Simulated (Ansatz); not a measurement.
System: CH6B2ClGa (SMILES B[B](C)[GaH][Cl]).

Input file:

```
crystal:
  periodic: [false, false, false]
  atoms:
    - {symbol: B, position_ang: [0.488125, 1.318328, -0.632235]}
    - {symbol: B, position_ang: [0.660001, 0.236062, 0.454024]}
    - {symbol: C, position_ang: [0.736186, -0.882069, 1.475233]}
    - {symbol: Ga, position_ang: [-1.040661, 0.079862, -1.445164]}
    - {symbol: Cl, position_ang: [-2.570502, -0.798004, -0.154001]}
    - {symbol: H, position_ang: [-0.365189, 2.150063, -0.381726]}
    - {symbol: H, position_ang: [1.267564, 1.517852, -1.520013]}
    - {symbol: H, position_ang: [1.203016, -1.767963, 1.028928]}
    - {symbol: H, position_ang: [-0.278619, -1.171699, 1.770983]}
    - {symbol: H, position_ang: [1.305335, -0.600300, 2.364005]}
    - {symbol: H, position_ang: [-1.405256, -0.082132, -2.960044]}
basis:
  gaussian: {orbitals: def2-TZVPP}
hamiltonian: {xc: pbe0, dispersion: d4}
output: {orbitals: {seedname: orbitals}}
```

Launched as:

```sh
ansatz run in.yaml --threads 4 --pin off --events-out ev --progress --plain --max-ram 10444MiB
```

Geometry: PBE0-D4/def2-TZVP.

Computed with RKS PBE0-D4/def2-TZVPP in Ansatz 0.2.0.

**What can the converged electron density and electron localisation function tell about the bonding?**

C–B (1.52 Å): the density is about 1.6 e/Å³ at the midpoint; the ELF peaks at about 0.95 between the atoms, as expected for a covalent bond.
B–B (1.54 Å): ρ at the midpoint is about 1.3 e/Å³; the ELF peaks at about 0.95 between the atoms; localised, covalent bonding.
Ga–B (2.13 Å): ρ is about 0.52 e/Å³ halfway; the ELF peaks at about 0.70 in the valence shell of B, 0.9 Å from its nucleus, and is about 0.55 at the midpoint.

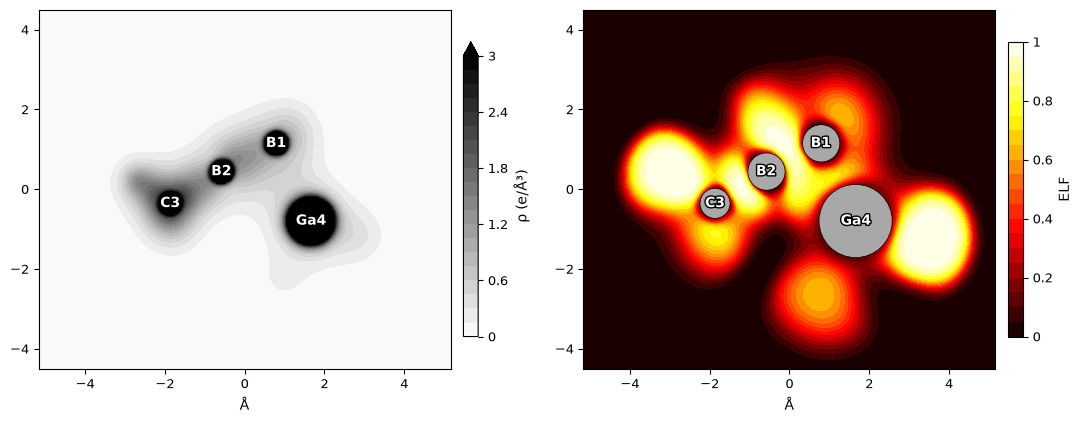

Computed electron density and electron localisation function on the plane of atoms B2, B1 and Ga4, in this order. Grey discs cover the atomic cores in the ELF map. 
